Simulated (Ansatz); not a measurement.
# ZrH+ (triplet): from Hartree-Fock to the top rungs, def2-TZVP

Aim: climb from Hartree-Fock through coupled cluster for ZrH+ (triplet) at one geometry and basis, and see what each rung misses.

Method: def2-TZVP, core rule «outside noble gas», up to 4 orbitals frozen; program: Ansatz 0.2.0, Gaussian basis.

The runs, in order: UHF; CCSD(T) on ROHF; CCSD(T) on UHF; CISD; CCSDT(Q) on ROHF; CCSDT(Q) on UHF; Full CI.

19 further runs of the same task are left out: 8 for a known fault of the program, 2 that didn't finish, 9 set aside as unsound or not needed.

## (1) The geometry

The geometry is a PBE0/def2-TZVP stationary point (not a proven minimum) of the parent state, kept for this charge and spin. No spin-orbit coupling is included. Elements past krypton take def2 core potentials.

2 atoms, charge 1, spin multiplicity 3.

Atoms are counted from 1 here; the program's logs count them from 0.

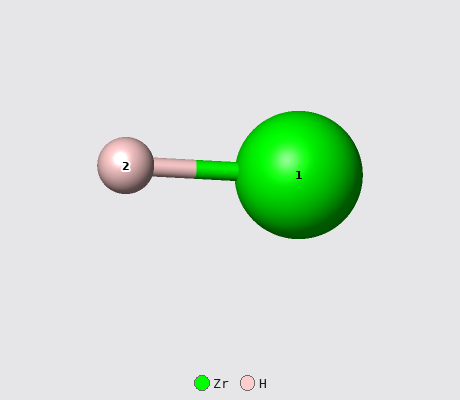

The structure; zirconium green, hydrogen pink; atoms are numbered from 1 in the order of the file.

As a file:

```xyz
2
charge 1, multiplicity 3
Zr    0.0000    0.0000    0.0000
H     0.0000    0.0000    1.8590
```

In the tables R marks a restricted open-shell determinant and U an unrestricted one; energies count from the table's Hartree-Fock row.

## (2) UHF

in.yaml reads:

```yaml
crystal:
  periodic: [false, false, false]
  atoms:
    - {symbol: Zr, position_ang: [0.000000, 0.000000, 0.000000]}
    - {symbol: H, position_ang: [0.000000, 0.000000, 1.858985]}
basis:
  gaussian: {orbitals: def2-TZVP}
total_charge: 1
magnetization: {spin_polarized: true, initial_magnetization: 2}
hamiltonian: {xc: hf}
output: {orbitals: {seedname: orbitals}}
```

Run with:

```console
$ ansatz run in.yaml --threads 1 --pin off --events-out ev --progress --plain --max-ram 2393MiB
```

Log:

```text
Functional definition: HF
  name "HF"
  cite "Fock, Z. Phys. 61, 126 (1930) doi:10.1007/BF01340294"
  parent pbe
  exchange = exact_x
  correlation = 0
499 factors; their error is unknown
mean field evaluation 1: about -1271.2933 eV, gradient 1.2e1 eV
mean field evaluation 2: about -1272.4921 eV, gradient 5.1e0 eV
mean field evaluation 4: about -1272.7692 eV, gradient 1.1e0 eV
mean field evaluation 8: about -1272.9966 eV, gradient 8.3e-1 eV
mean field evaluation 16: about -1273.4356 eV, gradient 4.3e-2 eV
mean field evaluation 32: about -1273.5741 eV, gradient 3.6e-1 eV
mean field evaluation 64: about -1273.5739 eV, gradient 9.8e-2 eV
mean field evaluation 96: about -1273.4689 eV, gradient 5.2e-1 eV
mean field evaluation 128: about -1273.0628 eV, gradient 2.0e-1 eV
mean field evaluation 160: about -1272.8729 eV, gradient 1.7e0 eV
mean field evaluation 192: about -1273.4325 eV, gradient 4.7e-1 eV
mean field evaluation 224: about -1272.7843 eV, gradient 5.1e-2 eV
mean field evaluation 256: about -1273.4712 eV, gradient 5.1e0 eV
mean field evaluation 288: about -1273.6125 eV, gradient 2.0e-6 eV
mean field -1273.61254737 eV, -46.8043978302 hartree, gradient 2.0e-6 eV, S^2 2.027626; 14 other end points of the search recorded, 0 dependent functions left out
reference -1273.61254737 eV, -46.8043978302 hartree; 7, 5 occupied and 39, 41 virtual orbitals, 499 factors
Total energy: -1273.61254737 eV, -46.8043978302 hartree
```

Run time: 1.5 s. Hardware: 1 thread of Arm Neoverse V1, shared host.

From the report: ⟨S²⟩ of the determinant 2.028 (pure triplet: 2.00).

## (3) CCSD(T) on ROHF

in.yaml reads:

```yaml
crystal:
  periodic: [false, false, false]
  atoms:
    - {symbol: Zr, position_ang: [0.000000, 0.000000, 0.000000]}
    - {symbol: H, position_ang: [0.000000, 0.000000, 1.858985]}
basis:
  gaussian: {orbitals: def2-TZVP}
total_charge: 1
magnetization: {spin_polarized: false, initial_magnetization: 2}
correlation: {method: ccsd_t, electrons: outside_noble_gas}
output: {forces: true}
```

Same command.

Log, cut to the lines that bear on the results:

```text
Functional definition: HF
  name "HF"
  cite "Fock, Z. Phys. 61, 126 (1930) doi:10.1007/BF01340294"
  parent pbe
[...]
416 factors; integrals over basis functions are off by at most 1.3e-3 eV
[...]
mean field -1273.48572153 eV, -46.7997370667 hartree, gradient 2.1e-6 eV, S^2 2.000000; 30 other end points of the search recorded, 0 dependent functions left out
[...]
determinant -1273.48572153 eV, -46.7997370667 hartree, with singles and doubles -1274.83381017 eV, -46.8492784104 hartree
determinant -1273.45784685 eV, -46.7987126910 hartree, with singles and doubles -1274.75858371 eV, -46.8465138890 hartree
determinant -1273.40135790 eV, -46.7966367605 hartree, with singles and doubles -1274.72328862 eV, -46.8452168183 hartree
determinant -1273.29005296 eV, -46.7925463794 hartree, with singles and doubles -1274.67583740 eV, -46.8434730183 hartree
[...]
determinant -1270.82589355 eV, -46.7019901912 hartree, with singles and doubles -1272.07122720 eV, -46.7477553588 hartree
4 core orbitals not correlated: weight in the atoms' cores, before any rotation towards them, 0.999 or more for the frozen orbitals, at most 0.000 for the correlated occupied ones
reference -1273.48572153 eV, -46.7997370667 hartree; 3, 1 occupied and 39, 41 virtual orbitals, 416 factors
second order -1.00456258 eV of doubles, -0.01189316 eV of singles
cycle   1  -1.34013826 eV  change    1.9e-7 eV  update   2.9e-6
[...]
cycle   6  -1.34013756 eV  change   -1.5e-8 eV  update   6.8e-8
perturbative correction -0.02158078 eV, -0.0007930790 hartree
[...]
Total energy: -1274.84743987 eV, -46.8497792925 hartree
Atom 0 at     0.000000     0.000000     0.000000 Å, force     0.000000     0.000000     0.396488 eV/Å
Atom 1 at     0.000000     0.000000     1.858985 Å, force    -0.000000    -0.000000    -0.396488 eV/Å
Dipole moment:     0.000000     0.000000    -0.698204 e Å
```

It took 11 s on 1 thread of Arm Neoverse V1, shared host.

From the report: correlation -1.3617 eV; T1 0.027; largest double amplitude 0.05.

## (4) CCSD(T) on UHF

Edit in.yaml of step 3 so:

```diff
@@ -8,3 +8,3 @@
 total_charge: 1
-magnetization: {spin_polarized: false, initial_magnetization: 2}
+magnetization: {spin_polarized: true, initial_magnetization: 2}
 correlation: {method: ccsd_t, electrons: outside_noble_gas}
```

Launched as before.

Log, cut to the lines that bear on the results:

```text
Functional definition: HF
  name "HF"
  cite "Fock, Z. Phys. 61, 126 (1930) doi:10.1007/BF01340294"
  parent pbe
[...]
416 factors; integrals over basis functions are off by at most 1.3e-3 eV
[...]
mean field -1273.61261498 eV, -46.8044003147 hartree, gradient 3.3e-7 eV, S^2 2.027626; 37 other end points of the search recorded, 0 dependent functions left out
determinant -1273.61261498 eV, -46.8044003147 hartree, with singles and doubles -1274.91086796 eV, -46.8521102320 hartree
determinant -1273.56947953 eV, -46.8028151163 hartree, with singles and doubles -1274.84542522 eV, -46.8497052557 hartree
determinant -1273.51781588 eV, -46.8009165122 hartree, with singles and doubles -1274.81204829 eV, -46.8484786762 hartree
determinant -1273.40005298 eV, -46.7965888054 hartree, with singles and doubles -1274.75317278 eV, -46.8463150408 hartree
[...]
determinant -1273.04511598 eV, -46.7835451114 hartree, with singles and doubles -1274.56754485 eV, -46.8394933404 hartree
4 core orbitals not correlated: weight in the atoms' cores, before any rotation towards them, 0.999 or more for the frozen orbitals, at most 0.000 for the correlated occupied ones
reference -1273.61261498 eV, -46.8044003147 hartree; 3, 1 occupied and 39, 41 virtual orbitals, 416 factors
second order -0.96763108 eV of doubles, -0.00000000 eV of singles
cycle   1  -1.29010882 eV  change   -2.1e-7 eV  update   7.6e-6
[...]
cycle  20  -1.29010851 eV  change   -2.6e-9 eV  update   6.2e-8
perturbative correction -0.02118352 eV, -0.0007784799 hartree
[...]
Total energy: -1274.92390700 eV, -46.8525894078 hartree
Atom 0 at     0.000000     0.000000     0.000000 Å, force    -0.000000    -0.000000     0.387532 eV/Å
Atom 1 at     0.000000     0.000000     1.858985 Å, force     0.000000     0.000000    -0.387532 eV/Å
Dipole moment:    -0.000000    -0.000000    -0.704408 e Å
```

Run time: 12 s. Hardware: 1 thread of Arm Neoverse V1, shared host.

From the report: ⟨S²⟩ of the determinant 2.028 (pure triplet: 2.00); correlation -1.3113 eV; T1 0.026; largest double amplitude 0.05.

## (5) CISD

in.yaml reads:

```yaml
crystal:
  periodic: [false, false, false]
  atoms:
    - {symbol: Zr, position_ang: [0.000000, 0.000000, 0.000000]}
    - {symbol: H, position_ang: [0.000000, 0.000000, 1.858985]}
basis:
  gaussian: {orbitals: def2-TZVP}
total_charge: 1
magnetization: {spin_polarized: false, initial_magnetization: 2}
correlation: {active_space: {ras: {orbitals: [1, 2, 39], electrons: 4, max_holes: 2, max_particles: 2}, fixed_orbitals: true}}
```

The command is unchanged.

Log, cut to the lines that bear on the results:

```text
Functional definition: HF
  name "HF"
  cite "Fock, Z. Phys. 61, 126 (1930) doi:10.1007/BF01340294"
  parent pbe
[...]
416 factors; integrals over basis functions are off by at most 1.3e-3 eV
[...]
mean field -1273.48572153 eV, -46.7997370667 hartree, gradient 2.1e-6 eV, S^2 2.000000; 29 other end points of the search recorded, 0 dependent functions left out
reference -1273.48572153 eV, -46.7997370667 hartree; 7, 5 occupied and 39, 41 virtual orbitals, 416 factors
state -1274.82111454 eV, -46.8488118544 hartree
Total energy: -1274.82111454 eV, -46.8488118544 hartree
```

It took 2.4 s on 1 thread of Arm Neoverse V1, shared host.

From the report: 5,802 determinants.

## (6) CCSDT(Q) on ROHF

Edit in.yaml of step 5 so:

```diff
@@ -9,2 +9,2 @@
 magnetization: {spin_polarized: false, initial_magnetization: 2}
-correlation: {active_space: {ras: {orbitals: [1, 2, 39], electrons: 4, max_holes: 2, max_particles: 2}, fixed_orbitals: true}}
+correlation: {method: ccsdt_q, electrons: outside_noble_gas}
```

Same command.

Log, cut to the lines that bear on the results:

```text
Functional definition: HF
  name "HF"
  cite "Fock, Z. Phys. 61, 126 (1930) doi:10.1007/BF01340294"
  parent pbe
[...]
701 factors; integrals over basis functions are off by at most 2.0e-7 eV
[...]
mean field -1273.48572405 eV, -46.7997371593 hartree, gradient 2.1e-6 eV, S^2 2.000000; 32 other end points of the search recorded, 0 dependent functions left out
[...]
determinant -1273.48572405 eV, -46.7997371593 hartree, with singles and doubles -1274.83381547 eV, -46.8492786052 hartree
determinant -1273.45785039 eV, -46.7987128211 hartree, with singles and doubles -1274.75859029 eV, -46.8465141308 hartree
determinant -1273.40136143 eV, -46.7966368902 hartree, with singles and doubles -1274.72329518 eV, -46.8452170592 hartree
determinant -1273.29005646 eV, -46.7925465080 hartree, with singles and doubles -1274.67584412 eV, -46.8434732649 hartree
[...]
determinant -1272.92182216 eV, -46.7790141471 hartree, with singles and doubles -1274.53210380 eV, -46.8381909057 hartree
determinant -1272.67936589 eV, -46.7701040435 hartree, with singles and doubles -1274.19471175 eV, -46.8257919767 hartree
determinant -1271.56072823 eV, -46.7289948677 hartree, with singles and doubles -1272.73645029 eV, -46.7722018564 hartree
determinant -1270.82589819 eV, -46.7019903616 hartree, with singles and doubles -1272.07124607 eV, -46.7477560522 hartree
4 core orbitals not correlated: weight in the atoms' cores, before any rotation towards them, 0.999 or more for the frozen orbitals, at most 0.000 for the correlated occupied ones
reference -1273.48572405 eV, -46.7997371593 hartree; 3, 1 occupied and 39, 41 virtual orbitals, 701 factors
second order -1.00456973 eV of doubles, -0.01189309 eV of singles
cycle   1  -1.22121029 eV  change   -2.0e-1 eV  update   4.8e-2
[...]
cycle  20  -1.36977710 eV  change    6.1e-8 eV  update   3.4e-7
perturbative correction -0.00016983 eV, -0.0000062411 hartree
Total energy: -1274.85567098 eV, -46.8500817804 hartree
```

Wall time 18 s (1 thread of Arm Neoverse V1, shared host).

From the report: correlation -1.3699 eV; T1 0.027; largest double amplitude 0.05.

## (7) CCSDT(Q) on UHF

Edit in.yaml of step 6 so:

```diff
@@ -8,3 +8,3 @@
 total_charge: 1
-magnetization: {spin_polarized: false, initial_magnetization: 2}
+magnetization: {spin_polarized: true, initial_magnetization: 2}
 correlation: {method: ccsdt_q, electrons: outside_noble_gas}
```

Same command.

Log, cut to the lines that bear on the results:

```text
Functional definition: HF
  name "HF"
  cite "Fock, Z. Phys. 61, 126 (1930) doi:10.1007/BF01340294"
  parent pbe
[...]
701 factors; integrals over basis functions are off by at most 2.0e-7 eV
[...]
mean field -1273.61261735 eV, -46.8044004018 hartree, gradient 1.7e-6 eV, S^2 2.027626; 36 other end points of the search recorded, 0 dependent functions left out
determinant -1273.61261735 eV, -46.8044004018 hartree, with singles and doubles -1274.91087151 eV, -46.8521103624 hartree
determinant -1273.56948298 eV, -46.8028152433 hartree, with singles and doubles -1274.84543115 eV, -46.8497054734 hartree
determinant -1273.51781929 eV, -46.8009166375 hartree, with singles and doubles -1274.81205371 eV, -46.8484788753 hartree
determinant -1273.40005636 eV, -46.7965889295 hartree, with singles and doubles -1274.75317896 eV, -46.8463152680 hartree
[...]
determinant -1273.51781929 eV, -46.8009166375 hartree, with singles and doubles -1274.80912930 eV, -46.8483714051 hartree
determinant -1273.40005636 eV, -46.7965889295 hartree, with singles and doubles -1274.76803606 eV, -46.8468612564 hartree
determinant -1273.06397099 eV, -46.7842380202 hartree, with singles and doubles -1274.55074252 eV, -46.8388758660 hartree
determinant -1273.04511986 eV, -46.7835452537 hartree, with singles and doubles -1274.56754476 eV, -46.8394933372 hartree
4 core orbitals not correlated: weight in the atoms' cores, before any rotation towards them, 0.999 or more for the frozen orbitals, at most 0.000 for the correlated occupied ones
reference -1273.61261735 eV, -46.8044004018 hartree; 3, 1 occupied and 39, 41 virtual orbitals, 701 factors
second order -0.96763791 eV of doubles, -0.00000000 eV of singles
cycle   1  -1.16396656 eV  change   -2.0e-1 eV  update   4.6e-2
[...]
cycle  19  -1.31998492 eV  change    2.5e-7 eV  update   3.3e-7
perturbative correction -0.00019285 eV, -0.0000070872 hartree
Total energy: -1274.93279512 eV, -46.8529160400 hartree
```

It took 20 s on 1 thread of Arm Neoverse V1, shared host.

From the report: ⟨S²⟩ of the determinant 2.028 (pure triplet: 2.00); correlation -1.3202 eV; T1 0.027; largest double amplitude 0.05.

## (8) Full CI

Edit in.yaml of step 7 so:

```diff
@@ -8,3 +8,3 @@
 total_charge: 1
-magnetization: {spin_polarized: true, initial_magnetization: 2}
-correlation: {method: ccsdt_q, electrons: outside_noble_gas}
+magnetization: {spin_polarized: false, initial_magnetization: 2}
+correlation: {method: fci, electrons: outside_noble_gas}
```

Launched as before.

Log, cut to the lines that bear on the results:

```text
Functional definition: HF
  name "HF"
  cite "Fock, Z. Phys. 61, 126 (1930) doi:10.1007/BF01340294"
  parent pbe
[...]
701 factors; integrals over basis functions are off by at most 2.0e-7 eV
[...]
mean field -1273.48572405 eV, -46.7997371593 hartree, gradient 2.1e-6 eV, S^2 2.000000; 29 other end points of the search recorded, 0 dependent functions left out
[...]
determinant -1273.48572405 eV, -46.7997371593 hartree, with singles and doubles -1274.83010246 eV, -46.8491421547 hartree
determinant -1273.40136143 eV, -46.7966368902 hartree, with singles and doubles -1274.71195849 eV, -46.8448004436 hartree
determinant -1272.92182216 eV, -46.7790141471 hartree, with singles and doubles -1274.44083779 eV, -46.8348369416 hartree
determinant -1272.67936589 eV, -46.7701040435 hartree, with singles and doubles -1274.20227958 eV, -46.8260700893 hartree
determinant -1273.48572405 eV, -46.7997371593 hartree, with singles and doubles -1274.82529416 eV, -46.8489654526 hartree
determinant -1273.40136143 eV, -46.7966368902 hartree, with singles and doubles -1274.72619520 eV, -46.8453236331 hartree
determinant -1272.92182216 eV, -46.7790141471 hartree, with singles and doubles -1274.53205624 eV, -46.8381891581 hartree
determinant -1272.67936589 eV, -46.7701040435 hartree, with singles and doubles -1274.19400553 eV, -46.8257660236 hartree
4 core orbitals not correlated: weight in the atoms' cores, before any rotation towards them, 0.999 or more for the frozen orbitals, at most 0.000 for the correlated occupied ones
reference -1273.48572405 eV, -46.7997371593 hartree; 3, 1 occupied and 39, 41 virtual orbitals, 701 factors
state -1274.85516210 eV, -46.8500630794 hartree
Total energy: -1274.85516210 eV, -46.8500630794 hartree
```

Wall time 7.5 s (1 thread of Arm Neoverse V1, shared host).

From the report: 191,057 determinants, symmetry A1.

## (9) Natural occupations

Natural occupations of the FCI state about the gap (report; correlated orbitals 1 to 10): 1.932, 0.990, 0.990, 0.044, 0.008, 0.008, 0.006, 0.003, 0.002, 0.002. The count of effectively unpaired electrons, Σ n²(2 − n)², is 2.03; a single determinant of this spin has 2.

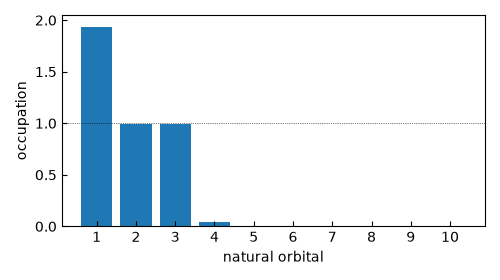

Natural occupations of the FCI state.

## (10) All levels against the top one

The yardstick is full CI for this spin, exact in this basis with these frozen cores. Rows without a time come out of other runs: HF, MP2 and CCSD of CCSD(T), CCSDT of CCSDT(Q). The times of RCCSD(T), UCCSD(T) include forces.

Differences are taken before rounding.

```tsv
method	energy from the lowest RHF (meV)	from FCI (meV)	time
RHF	0.0	+1369.4	
UHF	-126.9	+1242.5	
RMP2	-1016.5	+353.0	
UMP2	-1094.5	+274.9	
CISD	-1335.4	+34.0	2.4 s
RCCSD	-1340.1	+29.3	
UCCSD	-1417.0	-47.6	
RCCSD(T)	-1361.7	+7.7	11 s
UCCSD(T)	-1438.2	-68.7	12 s
RCCSDT	-1369.8	-0.3	
UCCSDT	-1446.9	-77.4	
RCCSDT(Q)	-1369.9	-0.5	18 s
UCCSDT(Q)	-1447.1	-77.6	20 s
FCI	-1369.4	0	7.5 s
```

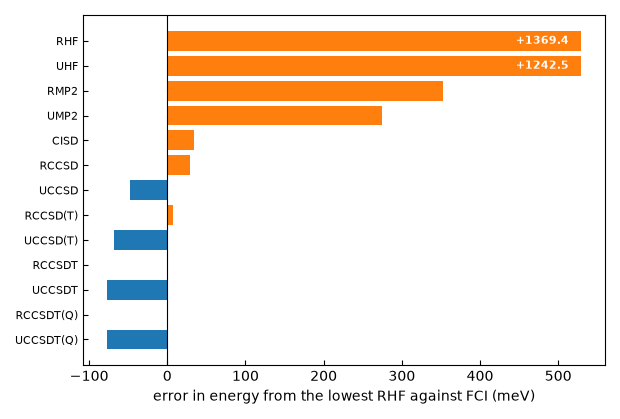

Deviations from FCI, method by method. Bars with a number in them are cut short.

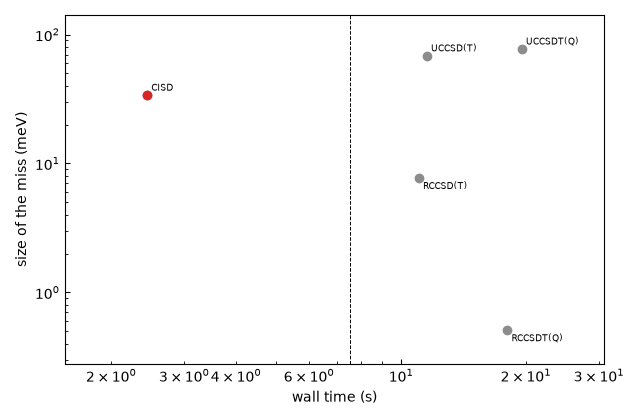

Accuracy for the time spent; red marks the levels that beat every quicker one drawn (of those quicker than the yardstick), and the dashed line is the time of FCI. Times are from a shared host.

## (11) Results

```
                         quantity                                     value
         FCI below the RHF energy                                -1.3694 eV
                    RMP2 from FCI                                +353.0 meV
                    UMP2 from FCI                                +274.9 meV
                   RCCSD from FCI                                 +29.3 meV
                RCCSD(T) from FCI                                  +7.7 meV
                UCCSD(T) from FCI                                 -68.7 meV
               RCCSDT(Q) from FCI                                  -0.5 meV
               UCCSDT(Q) from FCI                                 -77.6 meV
levels within 1 kcal/mol (43 meV)  CISD, RCCSD, RCCSD(T), RCCSDT, RCCSDT(Q)
                    T1 diagnostic                                     0.027
   effectively unpaired electrons                                      2.03
```

What this shows: RCCSD(T) lands +7.7 meV from the yardstick (0.6 % of the correlation energy). CCSD(T) misses by +7.7 meV on the restricted determinant and by -68.7 meV on the unrestricted one; the two need not hold the same state or core. UCCSD, UCCSD(T), UCCSDT, UCCSDT(Q) fall below full CI: unrestricted runs freeze a spin-polarised core, another one than full CI's, and coupled cluster isn't variational. One determinant dominates. These misses are within one basis, not against nature; the frozen cores of restricted and unrestricted runs differ, which can shift their rows.

For cost: CISD gets within 34.0 meV in 2.4 s, where FCI took 7.5 s.
